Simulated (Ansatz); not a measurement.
# F4H2S2SiZn: the cost of one run

The runs use Ansatz 0.2.0, Gaussian basis; PBE0-D4, def2-SVP first, then def2-TZVP.

153 further runs of the same task are left out: 1 that didn't finish, 152 set aside as unsound or not needed.

**1. Starting geometry**

The guess: 10 atoms, charge 0, spin multiplicity 1.

Atoms are counted from 1 here; the program's logs count them from 0.

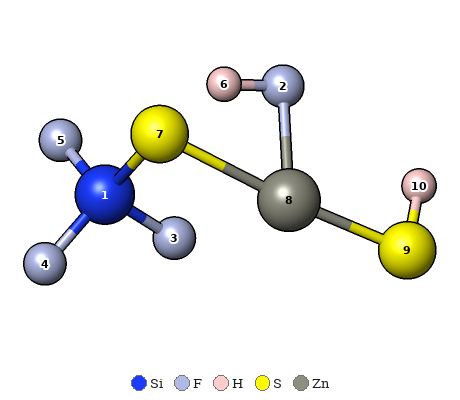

Start geometry, drawn with silicon blue, fluorine light blue, hydrogen pink, sulfur yellow, zinc grey; atoms are numbered from 1 in the order of the file.

Geometry (Å):

| atom | x (Å) | y (Å) | z (Å) |
| --- | --- | --- | --- |
| Si1 | -1.2836 | 1.3083 | -0.5169 |
| F2 | 1.8108 | -0.3211 | -0.4848 |
| F3 | -1.4259 | -0.2851 | -0.6122 |
| F4 | -2.6866 | 1.7919 | 0.0161 |
| F5 | -1.1866 | 1.8094 | -2.0088 |
| H6 | 1.4296 | 0.7250 | -0.2757 |
| S7 | 0.3933 | 1.6917 | 0.6640 |
| Zn8 | 0.5367 | -0.7639 | 1.1771 |
| S9 | 0.7995 | -2.9561 | 1.5430 |
| H10 | 1.6127 | -3.0000 | 0.4982 |

Distances that are to change: Si1–S7 2.09 Å, F2–H6 1.13 Å, Si1–F2 3.50 Å, H6–S7 1.70 Å.

**2. Relaxing the guess with the reacting distances held**

Input file hold/in.yaml:

```yaml
crystal:
  periodic: [false, false, false]
  atoms:
    - {symbol: Si, position_ang: [-1.283600, 1.308300, -0.516900]}
    - {symbol: F, position_ang: [1.810800, -0.321100, -0.484800]}
    - {symbol: F, position_ang: [-1.425900, -0.285100, -0.612200]}
    - {symbol: F, position_ang: [-2.686600, 1.791900, 0.016100]}
    - {symbol: F, position_ang: [-1.186600, 1.809400, -2.008800]}
    - {symbol: H, position_ang: [1.429600, 0.725000, -0.275700]}
    - {symbol: S, position_ang: [0.393300, 1.691700, 0.664000]}
    - {symbol: Zn, position_ang: [0.536700, -0.763900, 1.177100]}
    - {symbol: S, position_ang: [0.799500, -2.956100, 1.543000]}
    - {symbol: H, position_ang: [1.612700, -3.000000, 0.498200]}
basis:
  gaussian: {orbitals: def2-SVP}
hamiltonian: {xc: pbe0, dispersion: d4}
relax: {f_tol: 0.04, max_steps: 150, escape_saddle: false, constraints: [{distance: [0, 6]}, {distance: [1, 5]}, {distance: [0, 1]}, {distance: [5, 6]}]}
```

Run with:

```bash
$ ansatz run in.yaml --threads 4 --pin off --events-out ev --progress --plain --max-ram 46080MiB --backend cuda --devices 0, --max-vram 37GiB
```

**Question.** How long does this run take on 1 × a share of an NVIDIA H100 with 4 threads of AMD EPYC 7R13, shared host, and how much memory does it need?

About 11 s, with a peak of 0.89 GiB on the host.
